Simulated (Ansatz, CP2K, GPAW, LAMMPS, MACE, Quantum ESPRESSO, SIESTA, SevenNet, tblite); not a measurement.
# CP2K on liquid Zn23Cd15S38 at 1800 K (76 atoms): settings against a plane-wave reference

Aim: run liquid Zn23Cd15S38 at 1800 K (76 atoms) in CP2K and see how near its forces come to a plane-wave reference, and at what cost.

Method: the method is named at each step, in CP2K 2026.2.

**1. Set-up**

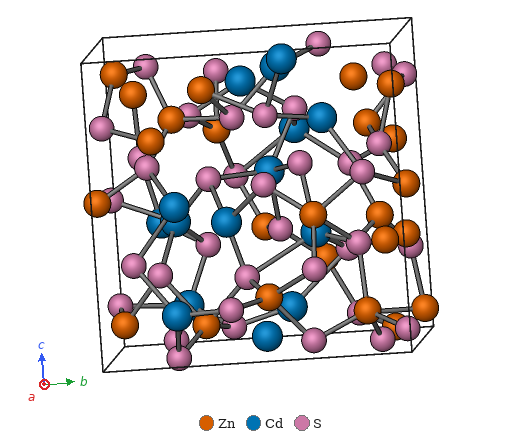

The starting structure, seen slightly off an axis (zinc orange, cadmium blue, sulfur pink). Bonds to atoms that aren't drawn are left out. Some periodic images of atoms are drawn too.

The cell holds 76 atoms: 23 Zn, 15 Cd and 38 S. Its edges and angles: a = 11.895 Å, b = 11.895 Å, c = 11.895 Å, α = 90.0°, β = 90.0°, γ = 90.0°. 76 atoms (23 Zn, 15 Cd, 38 S) placed at random at 4.35 g/cm³, melted at 2500 K for 10 ps at fixed volume with the Stillinger-Weber II-VI potential (Zhou et al., Phys. Rev. B 88, 085309 (2013)). Snapshot at the end of a hold of 5 ps at 1800 K and fixed volume.

The yardstick, on the same geometry:

```
method                 : Kohn-Sham DFT, PBE, PAW, plane waves (Ansatz 0.2.0); cutoff 420 eV, Γ point, fermi-dirac smearing of 0.05 eV; PAW set soft_2
r.m.s. force component : 0.8509 eV/Å
longest force          : 2.828 eV/Å
pressure               : -1.136 GPa
SCF cycles             : 13
time                   : 29 s on 4 threads of Arm Neoverse V2, shared host
CPU time               : 1.9 min
```

**2. PBE, DZVP-MOLOPT-SR, 800/50 Ry, diagonalisation**

Method: Kohn-Sham DFT, PBE, GTH-PBE pseudopotentials, Gaussian and plane waves, DZVP-MOLOPT-SR-GTH, diagonalisation.

Input file input.inp:

```
&GLOBAL
  PROJECT cell
  RUN_TYPE ENERGY_FORCE
  PRINT_LEVEL LOW
&END GLOBAL
&FORCE_EVAL
  METHOD QS
  STRESS_TENSOR ANALYTICAL
  &DFT
    BASIS_SET_FILE_NAME BASIS_MOLOPT
    POTENTIAL_FILE_NAME GTH_POTENTIALS
    &MGRID
      CUTOFF 800
      REL_CUTOFF 50
      NGRIDS 5
    &END MGRID
    &QS
      EPS_DEFAULT 1.0E-12
    &END QS
    &SCF
      SCF_GUESS ATOMIC
      EPS_SCF 5.0E-06
      MAX_SCF 200
      ADDED_MOS 14
      &DIAGONALIZATION
        ALGORITHM STANDARD
      &END DIAGONALIZATION
      &SMEAR ON
        METHOD FERMI_DIRAC
        ELECTRONIC_TEMPERATURE [K] 580
      &END SMEAR
      &MIXING
        METHOD BROYDEN_MIXING
        ALPHA 0.3
        NBROYDEN 12
      &END MIXING
      &PRINT
        &RESTART OFF
        &END RESTART
      &END PRINT
    &END SCF
    &XC
      &XC_FUNCTIONAL PBE
      &END XC_FUNCTIONAL
    &END XC
    &PRINT
      &MULLIKEN ON
      &END MULLIKEN
      &HIRSHFELD ON
        SHAPE_FUNCTION DENSITY
      &END HIRSHFELD
      &MO ON
        EIGENVALUES T
        OCCUPATION_NUMBERS T
        MO_INDEX_RANGE 331 354
        &EACH
          QS_SCF 0
        &END EACH
        ADD_LAST NUMERIC
      &END MO
    &END PRINT
  &END DFT
  &SUBSYS
    &CELL
      A 11.89530 0.00000 0.00000
      B 0.00000 11.89530 0.00000
      C 0.00000 0.00000 11.89530
    &END CELL
    &TOPOLOGY
      COORD_FILE_NAME structure.xyz
      COORD_FILE_FORMAT XYZ
    &END TOPOLOGY
    &KIND Zn
      BASIS_SET DZVP-MOLOPT-SR-GTH-q12
      POTENTIAL GTH-PBE-q12
    &END KIND
    &KIND Cd
      BASIS_SET DZVP-MOLOPT-SR-GTH-q12
      POTENTIAL GTH-PBE-q12
    &END KIND
    &KIND S
      BASIS_SET DZVP-MOLOPT-SR-GTH-q6
      POTENTIAL GTH-PBE-q6
    &END KIND
  &END SUBSYS
  &PRINT
    &FORCES ON
    &END FORCES
    &STRESS_TENSOR ON
    &END STRESS_TENSOR
  &END PRINT
&END FORCE_EVAL
```

Input file structure.xyz:

```xyz
76

Zn 10.43551 10.29788 10.60430
Zn 0.65055 10.90525 7.36283
Zn 6.65720 11.42365 9.93377
Zn 8.71402 10.07104 1.45765
Zn 4.37033 10.23222 8.32504
Zn 11.28043 2.41284 8.68309
Zn 9.84657 6.42037 2.29972
Zn 11.00422 11.11152 4.30943
Zn 9.65898 4.35915 10.40161
Zn 0.72859 5.77445 4.31086
Zn 0.87966 11.68559 0.79496
Zn 3.63199 10.72219 0.37268
Zn 2.86344 10.35486 4.63726
Zn 2.15245 1.16966 9.80375
Zn 6.47866 0.56253 1.32728
Zn 8.33373 0.95971 11.10486
Zn 8.13876 11.85593 6.18698
Zn 1.96427 8.09356 3.08445
Zn 6.77854 2.92862 9.11525
Zn 7.13159 3.73263 1.17454
Zn 1.67248 4.24686 8.22881
Zn 9.92116 8.33979 5.35764
Zn 5.73817 11.54451 4.08485
Cd 11.06275 2.94016 1.90765
Cd 0.93925 7.17001 8.04777
Cd 4.95499 2.66383 5.05015
Cd 9.21719 8.87711 9.00748
Cd 1.45408 5.60887 0.15167
Cd 7.29753 7.09019 10.94748
Cd 6.89071 8.16351 4.44646
Cd 7.94202 4.84460 5.13675
Cd 4.51379 6.36494 6.72965
Cd 3.35091 2.83251 1.68176
Cd 11.75363 7.68329 11.56413
Cd 10.39102 3.06732 6.03032
Cd 4.30443 5.48219 10.23186
Cd 1.20440 1.84948 4.74230
Cd 4.96557 6.90796 1.49988
S 11.20549 8.33813 3.36423
S 9.85752 1.31764 3.84266
S 6.82814 7.73587 7.13885
S 4.12731 0.26312 1.88957
S 4.98330 4.63560 0.88001
S 1.63263 1.24449 7.31394
S 0.06019 4.73338 6.28238
S 7.54852 5.29888 9.10704
S 4.88968 8.62719 11.51322
S 3.55551 7.43504 8.99701
S 9.60070 6.49400 6.61188
S 5.95169 2.02375 11.14375
S 0.23910 4.26780 10.36295
S 10.25256 10.36390 6.91462
S 6.77842 10.42302 0.17010
S 4.04916 11.77421 10.06628
S 9.31164 2.76352 0.14845
S 3.87680 3.37755 9.00534
[... 16 atom lines left out ...]
S 10.22151 11.67012 0.78592
S 8.36347 9.88190 4.05772
S 6.71192 10.81592 7.68115
S 1.03489 11.32004 3.23314
```

Launch:

```
> OMP_NUM_THREADS=2 cp2k.psmp -i input.inp > output.txt
```

Numbers of over 12 decimals in the logs are rounded to 6 here.

The program printed:

```text
CP2K| version string:                                       CP2K version 2026.2
 CP2K| Input file name                                                 input.inp
 GLOBAL| Basis set file name                                        BASIS_MOLOPT
 GLOBAL| Potential file name                                      GTH_POTENTIALS
 GLOBAL| Run type                                                   ENERGY_FORCE
 GLOBAL| Total number of message passing processes                             1
 GLOBAL| Number of threads for this process                                    2
 TOTAL NUMBERS AND MAXIMUM NUMBERS
  Total number of            - Atomic kinds:                                   3
                             - Atoms:                                         76
                             - Shell sets:                                    76
                             - Shells:                                       456
                             - Primitive Cartesian functions:                365
                             - Cartesian basis functions:                   1672
                             - Spherical basis functions:                   1444
  Maximum angular momentum of- Orbital basis functions:                        3
                             - Local part of the GTH pseudopotential:          0
                             - Non-local part of the GTH pseudopotential:      4
 SCF PARAMETERS         Density guess:                                    ATOMIC
                        max_scf:                                             200
                        eps_scf:                                        5.00E-06
                        added MOs                                        14    0
                        Mixing method:                            BROYDEN_MIXING
                                                charge density mixing in g-space
                        Smear method:                                FERMI_DIRAC
                        Electronic temperature [K]:                        580.0
                        Electronic temperature [a.u.]:                  1.84E-03
                        Accuracy threshold:                             1.00E-10
 Extrapolation method: initial_guess
 Number of electrons:                                                        684
 Number of occupied orbitals:                                                342
 Number of molecular orbitals:                                               356
 Number of orbital functions:                                               1444
 Number of independent orbital functions:                                   1444
 SCF WAVEFUNCTION OPTIMIZATION
  Step     Update method      Time    Convergence         Total energy    Change
     1 NoMix/Diag. 0.30E+00    8.4     1.67047170     -2473.9998371750 -2.47E+03
     2 Broy./Diag. 0.30E+00   10.7     0.54170265     -2467.6636394490  6.34E+00
     3 Broy./Diag. 0.30E+00   10.9     0.51365949     -2471.1382595603 -3.47E+00
     4 Broy./Diag. 0.30E+00   10.8     0.45885000     -2472.6799356034 -1.54E+00
[...]
16 Broy./Diag. 0.30E+00   11.6     0.00004482     -2471.6271856430  1.42E-04
    17 Broy./Diag. 0.30E+00   11.7     0.00000227     -2471.6271955354 -9.89E-06
  *** SCF run converged in    17 steps ***
  Electronic density on regular grids:       -683.9999999997        0.0000000003
  Core density on regular grids:              683.9999999992       -0.0000000008
  Total charge density on r-space grids:       -0.0000000005
  Total charge density g-space grids:          -0.0000000005
  Overlap energy of the core charge distribution:               9.15589e-08
  Self energy of the core charge distribution:              -3858.642984
  Core Hamiltonian energy:                                   1151.303576
  Hartree energy:                                             627.175938
  Exchange-correlation energy:                               -391.455963
  Electronic entropic energy:                                  -0.00776339
  Fermi energy:                                                 0.143764
  Total energy:                                             -2471.627196
  Total energy (extrapolated to T->0):                      -2471.623314
 MO| EIGENVALUES AND OCCUPATION NUMBERS
 MO|
 MO|  Index      Eigenvalue [a.u.]        Eigenvalue [eV]             Occupation
 MO|    331               0.112021               3.048255               2.000000
 MO|    332               0.114686               3.120762               2.000000
 MO|    333               0.116819               3.178799               1.999999
[...]
MO|    353               0.194117               5.282186               0.000000
 MO|    354               0.197978               5.387257               0.000000
 MO| Sum:                                                             684.000000
 MO| E(Fermi):            0.143764 a.u.          3.912023 eV
 !-----------------------------------------------------------------------------!
                     Mulliken Population Analysis
 #  Atom  Element  Kind  Atomic population                           Net charge
       1     Zn       1         12.063038                             -0.063038
       2     Zn       1         12.047693                             -0.047693
       3     Zn       1         12.098096                             -0.098096
[...]
75     S        3          5.805106                              0.194894
      76     S        3          5.862615                              0.137385
 # Total charge                            684.000000                  0.000000
 !-----------------------------------------------------------------------------!
 !-----------------------------------------------------------------------------!
                           Hirshfeld Charges
  #Atom  Element  Kind  Ref Charge     Population                    Net charge
      1       Zn     1      12.000         11.834                         0.166
      2       Zn     1      12.000         11.759                         0.241
      3       Zn     1      12.000         11.753                         0.247
[...]
75       S      3       6.000          6.240                        -0.240
     76       S      3       6.000          6.243                        -0.243
  Total Charge                                                            0.000
 !-----------------------------------------------------------------------------!
 ENERGY| Total FORCE_EVAL ( QS ) energy [hartree]          -2471.627197
 FORCES| Atomic forces [hartree/bohr]
 FORCES|   Atom     x               y               z               |f|
 FORCES|      1  1.87798633E-02  3.66696288E-02  1.90106651E-02   4.53734540E-02
 FORCES|      2  6.99082887E-03 -1.05012351E-03  7.99403020E-03   1.06714088E-02
 FORCES|      3 -1.15114173E-02  5.29506531E-04 -8.36886979E-03   1.42418779E-02
[...]
FORCES|     75 -1.07850254E-02 -1.40134505E-02  3.27123135E-02   3.71858712E-02
 FORCES|     76  2.47049692E-02  9.97697040E-03  2.25630111E-02   3.49136780E-02
 FORCES| Sum    -2.88955652E-04 -3.97929502E-05 -3.11959002E-03
 FORCES| Total atomic force                                       3.13319657E-03
 STRESS| Analytical stress tensor [bar]
 STRESS|                        x                   y                   z
 STRESS|      x       -1.36734745585E+04   1.71570131292E+03   7.20350125509E+03
 STRESS|      y        1.71570131292E+03   8.88902992947E+03  -1.25552147828E+03
 STRESS|      z        7.20350125509E+03  -1.25552147828E+03  -1.22956769741E+04
 STRESS| 1/3 Trace                                            -5.69337386773E+03
```

The job ended after 3.8 min (2 threads of Arm Neoverse V2, shared host; peak memory 8.1 GiB).

Banners, paths, timers and routine set-up lines are dropped from the logs unmarked, and long logs keep their key lines alone; longer cuts are marked.

Numbers from this run, and their distance from the reference:

```yaml
r_m_s_force_component: 0.8829 eV/Å
r_m_s_difference_of_force_components: 60.43 meV/Å
longest_difference_of_force_vectors: 242.8 meV/Å
force_difference_over_r_m_s_force: 7.101 %
slope_of_forces_against_the_reference_s: 1.036
correlation_of_force_components: 0.9982
pressure: -0.5693 GPa
pressure_difference: 0.5669 GPa
```

Length of the force difference by element (eV/Å):

```tsv
element	atoms	mean	most
Cd	15	0.13	0.21
S	38	0.094	0.24
Zn	23	0.053	0.087
```

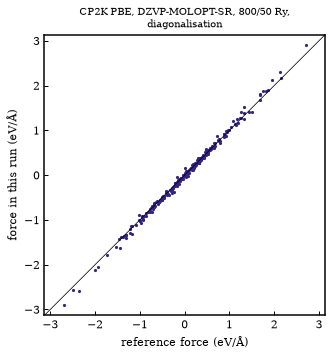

Force components against those of the reference; the line marks equality.

A closer look about Zn8, which has 2 bonded neighbours where the commonest count for Zn is 4: 10 atoms, nearest first, numbered in the order of the input, with positions taken from that point.

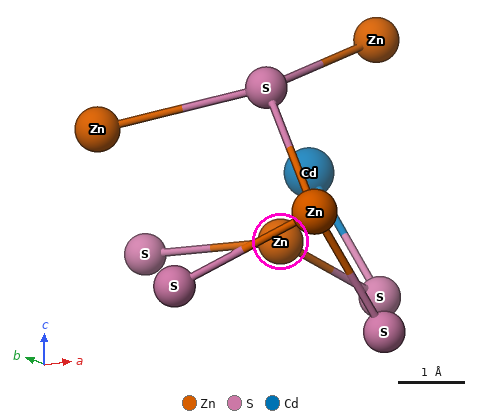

The atoms of the table, within 3.5 Å (arrows a, b, c point along x, y, z); some may hide others; the central atom is ringed.

```tsv
atom	x	y	z	distance (Å)	bonds	Hirshfeld charge (e)	Fx	Fy	Fz (eV/Å)
Zn8	0.00	0.00	0.00	0.00	2	0.27	-0.90	0.05	0.14
S76	1.93	0.21	-1.08	2.22	4	-0.24	1.27	0.51	1.16
S40	-1.15	2.10	-0.47	2.44	3	-0.28	1.25	0.60	1.12
S52	-0.75	-0.75	2.61	2.81	4	-0.27	0.47	-0.10	-1.35
S74	-2.64	-1.23	-0.25	2.92	3	-0.27	1.20	2.30	-0.82
S39	0.20	-2.77	-0.95	2.94	3	-0.33	0.43	-1.01	0.39
Zn22	-1.08	-2.77	1.05	3.16	4	0.21	0.49	0.61	-0.19
Cd37	2.10	2.63	0.43	3.39	3	0.28	0.64	-0.18	-0.51
Zn2	1.54	-0.21	3.05	3.43	3	0.24	0.36	-0.05	0.41
Zn17	-2.87	0.74	1.88	3.51	3	0.32	0.66	-0.32	0.05
```

Forces lie 7.1 % from the reference's, at 3.5 times its CPU time (on 2 against 4 cores).

**3. Results**

```
force difference from the reference : CP2K PBE, DZVP-MOLOPT-SR, 800/50 Ry, diagonalisation, 7.1 %
its CPU time                        : 6.6 min
```

In words: The PBE run in local orbitals differs by 7.1 % (CP2K PBE, DZVP-MOLOPT-SR, 800/50 Ry, diagonalisation); basis, grid and potentials can all enter. The potentials hold different valence shells: 804 electrons in the reference, 684 in CP2K with DZVP-MOLOPT-SR; this bears on time and differences. The frame stands for 1800 K, but pressures are static and levels are smeared at 580 K, under the temperature of the frame, which matters where levels are partly filled. The network of bonds at the start is that of the classical potential that made the cell, and needn't be the one that DFT or experiment would give. The electronic-structure runs sample only Γ, in a cell whose shortest periodic width is 12 Å, which is coarse for a cell with partly filled levels.

[Also dropped from logs without a mark: logging warnings of Python, and SIESTA's first energy breakdown and zero terms.]

[Logs are printed without paths, hosts, clocks, repeated set-up lines and the standing remarks that a program may print on its own settings, such as how far it seeks lower states.]

[Hosts, paths, dates, database ids (printed as entryN), source tags and the programs' standing remarks are cut or masked in the printed files.]
